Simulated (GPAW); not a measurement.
# Near-edge structure at the Cl K edge of K3ClO (Pm), part 3 of 3

What does one-electron theory with a core hole give for the Cl K edge of K3ClO (Pm)?

GPAW 26.7.0; X-ray absorption from dipole matrix elements to empty bands, plane-wave PAW LDA.

So far. Step 6 (Excitation energy, Cl atom 4): The total-energy difference is 2826.61 eV. With the free-atom term of -17.80 eV for this edge, the photon energy is 2808.81 eV. Step 7 (Spectrum with HCH, Cl atom 4): Against the first run the r.m.s. difference is 13 %. The highest intensity below 16 eV goes from 2.9 eV (2.25) to 3.1 eV (2.06).

**8. Spectrum with FCH, Cl atom 4**

Another set-up is tried: smearing (eV) to 1.5.

File xas.py:

```python
import numpy as np
from ase import Atoms
from ase.parallel import parprint, paropen
from gpaw import GPAW, PW, FermiDirac, Mixer, MixerDif, setup_paths
from gpaw.test import gen
setup_paths.insert(0, '.')
gen('Cl', name='fch1s', xcname='LDA', corehole=(1, 0, 1), write_xml=True)
from gpaw.mpi import world
world.barrier()

atoms = Atoms('K6Cl2O2',
    cell=[[5.10299038, 0, 5.14652504],
     [-5.14394718, 5.13676547, 0],
     [-5.14394718, -5.13676547, 0]],
    scaled_positions=[[0.02905632, 0.75652316, 0.75652316],
     [0.02905632, 0.25652316, 0.25652316],
     [0.96900341, 0.73301376, 0.23301376],
     [0.96900341, 0.23301376, 0.73301376],
     [0.50022143, 0.22965659, 0.22965659],
     [0.50022143, 0.7296566, 0.7296566],
     [0.5016102, 0.25161654, 0.75161654],
     [0.5016102, 0.75161654, 0.25161654],
     [0.00010864, 0.99303895, 0.99303895],
     [0.00010864, 0.49303895, 0.49303895]],
    pbc=True)
atoms.calc = calc = GPAW(legacy_gpaw=True, mode=PW(500, force_complex_dtype=True), xc='LDA', setups={6: 'fch1s'},
    kpts={'size': (3, 2, 2), 'gamma': True}, occupations=FermiDirac(1.5),
    charge=0, mixer=Mixer(0.1, 5, 50), maxiter=150,
    convergence={'density': 0.0001, 'eigenstates': 1e-6}, txt='scf.txt')
energy = atoms.get_potential_energy() + calc.get_reference_energy()
ef = calc.get_fermi_level()
out = dict(energy=energy, fermi=ef, forces=atoms.get_forces().tolist())
parprint(f'all-electron energy {energy:.4f} eV, Fermi level {ef:.4f} eV')
ev = np.array([[calc.get_eigenvalues(k, s) for k in range(len(calc.get_ibz_k_points()))] for s in range(calc.get_number_of_spins())])
out['homo'], out['lumo'], out['counts'] = ev[ev < ef].max(), ev[ev > ef].min(), sorted(set((ev < ef).sum((0, 2)).tolist()))
out['filled'] = (ev[:, 0] < ef).sum(1).tolist()

from ase.units import Ha
from gpaw.xas import dipole_matrix_elements
nb = int(calc.get_number_of_electrons() / 2) + 164
top, nb = nb, nb + 8 + nb // 12
nscf = calc.fixed_density(kpts={'size': (3, 3, 3), 'gamma': True}, nbands=nb,
    convergence={'bands': top, 'eigenstates': 5e-3}, maxiter=60, txt='nscf.txt')
cell = atoms.cell.array
ops = [cell.T @ U.T @ np.linalg.inv(cell.T) for U in nscf.wfs.kd.symmetry.op_scc]
filled = [40]  # bands filled in the ground state, by spin
E = np.arange(-6, 34, 0.1)
fwhm = np.interp(E, [4, 25], [0.9, 3.5])
Y, X, zero, highest = 0, 0, 1e9, 1e9
for spin in range(nscf.get_number_of_spins()):
    wfs = nscf.wfs
    mine = wfs.bd.get_slice()  # this rank's bands
    A = dipole_matrix_elements(wfs.setups[6])
    eps = np.zeros((wfs.kd.nibzkpts, nb))
    d = np.zeros((3, A.shape[1], wfs.kd.nibzkpts, nb), complex)
    for kpt in wfs.kpt_u:
        if kpt.s == spin and 6 in kpt.P_ani:
            eps[kpt.k, mine] = kpt.eps_n * Ha
            d[:, :, kpt.k, mine] = (kpt.weight * wfs.nspins / 2) ** 0.5 * np.inner(A, kpt.P_ani[6])
    world.sum(eps)
    world.sum(d)
    T = np.einsum('amkn,bmkn->abkn', d, d.conj()).real
    T = sum(np.einsum('ai,ijkn,bj->abkn', R, T, R) for R in ops) / len(ops)
    empty = np.ones_like(eps, bool) & (np.arange(nb) >= filled[spin])
    zero, highest = min(zero, eps[empty].min()), min(highest, eps[:, top - 1].min())
    lines = [(eps, T, empty)] if spin == 0 else lines + [(eps, T, empty)]
for eps, T, empty in lines:
    f = np.einsum('aakn->akn', T).reshape(3, -1)
    x = eps.ravel() - zero
    w = np.interp(x, E, fwhm) / 2.35482
    g = np.exp(-0.5 * ((E[:, None] - x) / w) ** 2) / (w * (2 * np.pi) ** 0.5)
    Y = Y + (f * empty.ravel()) @ g.T
    X = X + (f * ~empty.ravel()) @ g.T
out.update(E=E.round(2).tolist(), xas=Y.tolist(), xes=X.tolist(), zero=zero, valid=highest - zero, nk=len(eps), nb=nb)
for i in range(0, len(E), 10):
    parprint(f'{E[i]:7.2f}', *(f'{v:10.3e}' for v in Y[:, i]))
import json
with paropen('out.json', 'w') as f:
    json.dump(out, f)
```

The run is started by

```sh
OMP_NUM_THREADS=1 mpirun -n 4 gpaw python xas.py
```

Numbers of over 12 decimals in the logs are rounded to 6 here.

The program printed:

```text
Input parameters:
  convergence: {density: 0.0001,
                eigenstates: 1e-06}
  kpts: {gamma: True,
         size: (3, 2, 2)}
  maxiter: 150
  mixer: {backend: pulay,
          beta: 0.1,
          method: separate,
          nmaxold: 5,
          weight: 50}
  mode: {ecut: 500.0,
         force_complex_dtype: True,
         name: pw}
  occupations: {fixmagmom: False,
                name: fermi-dirac,
[...]
*p    :     0.179039
*d    :     0.000000
--------------------------------

Diagonalizing with gridspacing h=0.050

state   all-electron     PAW
-------------------------------
3s:      -1.303438    -1.304343
3p:      -0.820961    -0.822054
*d:                   -0.151956
*f:                   -0.015229
-------------------------------
all-electron energy -124353.3600 eV, Fermi level 3.3538 eV
[...]
32.00  2.075e-06  2.072e-06  2.057e-06
  33.00  1.737e-06  1.706e-06  1.737e-06
[key lines of the parts left out:]
Converged after 62 iterations.
Dipole moment: (-2.580252, -0.693126, 0.433005) |e|*Ang
Free energy:    -59.600359
Fermi level: 3.35381
```

The job ended after 2 min (4 MPI ranks of Intel Xeon Platinum 8488C (Sapphire Rapids), shared host; peak memory 0.5 GiB).

The run finished. A setting was moved off its sound value on purpose, so it serves as a test and not as the result.

The fault put into the input: the smearing is far too wide.

The scaled spectrum changes by 6 % r.m.s. The highest intensity below 16 eV goes from 2.9 eV (2.25) to 2.9 eV (2.13).

```tsv
E (eV)	first run	this run
-2.0	0.00	0.00
-0.5	0.00	0.00
1.0	0.14	0.16
2.5	2.05	1.91
4.0	1.28	1.25
5.5	1.00	1.13
7.0	0.35	0.44
8.5	0.40	0.38
10.0	0.54	0.52
11.5	0.73	0.66
13.0	1.04	1.03
14.5	1.63	1.60
16.0	1.60	1.64
17.5	1.33	1.37
19.0	1.00	0.98
20.5	0.69	0.71
22.0	0.61	0.63
23.5	0.65	0.68
25.0	0.82	0.86
26.5	1.01	1.04
28.0	1.37	1.39
29.5	1.56	1.60
```

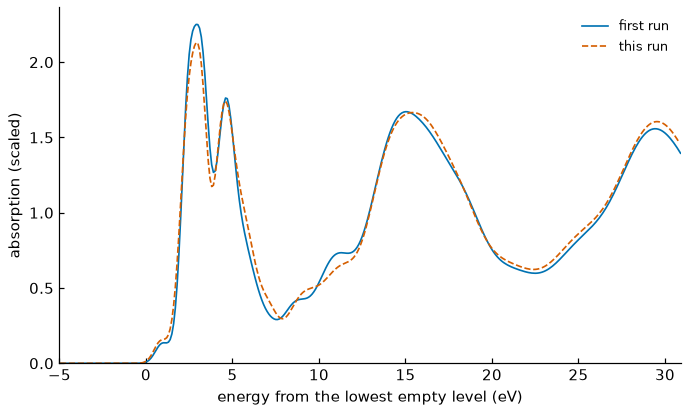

This run beside the first core-hole run.

**9. With and without the hole**

Both curves are counted from their own zero, so only the shift of weight within the empty states shows.

```tsv
E (eV)	no hole	FCH
-2.0	0.00	0.00
-1.0	0.00	0.00
0.0	0.00	0.01
1.0	0.19	0.14
2.0	0.82	0.95
3.0	1.89	2.25
4.0	1.61	1.28
5.0	1.94	1.52
6.0	1.42	0.71
7.0	0.71	0.35
8.0	0.36	0.33
9.0	0.48	0.43
10.0	0.52	0.54
11.0	0.52	0.73
12.0	0.52	0.74
13.0	0.69	1.04
14.0	1.07	1.50
15.0	1.39	1.67
16.0	1.53	1.60
17.0	1.56	1.43
18.0	1.35	1.24
19.0	0.99	1.00
20.0	0.81	0.76
21.0	0.85	0.65
22.0	0.82	0.61
23.0	0.68	0.61
24.0	0.60	0.70
25.0	0.58	0.82
26.0	0.60	0.94
27.0	0.70	1.12
28.0	0.97	1.37
29.0	1.31	1.54
30.0	1.51	1.53
```

With each curve scaled to its own mean, the area from −2 to 6 eV with the hole is 6.7 against 7.2, and the centre of weight from −1 to 20 eV moves by +0.4 eV (first and strongest maxima below 20 eV: 3.2 eV (2.03), 4.6 eV (2.07) and 16.7 eV (1.58) without the hole, 2.9 eV (2.25), 4.6 eV (1.76) and 15.0 eV (1.67) with it); the shape changes all the same, by 27 % r.m.s.

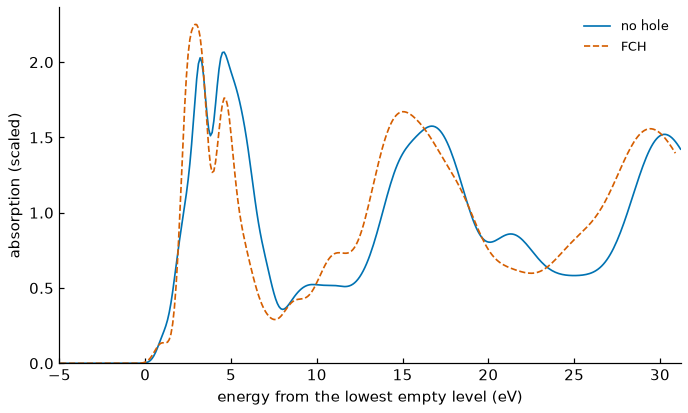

The Cl K edge with and without the core hole, each from its own zero; the highest intensity below 16 eV lies at 2.9 eV with the hole.

**10. Summary of results**

- absorber and edge: Cl K, atom 4 of the ground-state input (counted from 1)
- surroundings: 6 K at 3.48 to 3.54 Å and 6 K at 3.73 to 3.79 Å (distorted cuboctahedral, site symmetry m)
- highest intensity below 16 eV: 2.9 eV above the zero, height 2.25
- photon energy of the zero, with the added terms: 2808.0 eV (raw 2825.8 eV; LDA puts this hole about 10 eV below PBE, itself good to a few eV)

In words: The Cl K edge of atom 4, with 6 K at 3.48 to 3.54 Å and 6 K at 3.73 to 3.79 Å (distorted cuboctahedral, site symmetry m), has its highest intensity of the first 16 eV at 2.9 eV above the zero, near 2811 eV in photon energy (LDA puts this hole about 10 eV below PBE, itself good to a few eV), 2.3 times the mean level of the first 20 eV (Gaussian full width 0.9 eV up to 4 eV, rising linearly to 3.5 eV at 25 eV). With each curve scaled to its own mean, the area from −2 to 6 eV with the hole is 6.7 against 7.2, and the centre of weight from −1 to 20 eV moves by +0.4 eV (first and strongest maxima below 20 eV: 3.2 eV (2.03), 4.6 eV (2.07) and 16.7 eV (1.58) without the hole, 2.9 eV (2.25), 4.6 eV (1.76) and 15.0 eV (1.67) with it); the shape changes all the same, by 27 % r.m.s. The neutral-cell energy lies +0.8 eV from the charged-cell zero, a gap made of the charged-cell error and of where the added electron settles. Changing the core hole from full to half alters the shape by 13 % r.m.s., a modest effect on the whole. The mesh is coarse (0.41 Å⁻¹ between points), so small maxima may be mesh ripples. The structure is a computed Materials Project entry and may be a hypothetical form.

[Banner, clock and machine lines of the logs are left out without a mark of their own.]

[Logs are printed without paths, hosts, clocks, repeated set-up lines and the standing remarks that a program may print on its own settings, such as how far it seeks lower states.]

[Hosts, paths, dates, database ids (printed as entryN), source tags and the programs' standing remarks are cut or masked in the printed files.]

[Lists of maxima count a maximum above −3 eV only where it reaches 4 % of the highest in the window and stands out from its surroundings by 2 % of it (1.5 % where it reaches 55 %); shoulders and weaker maxima are passed over, and of the rest the first, up to two pre-edge ones and the few strongest are named.]
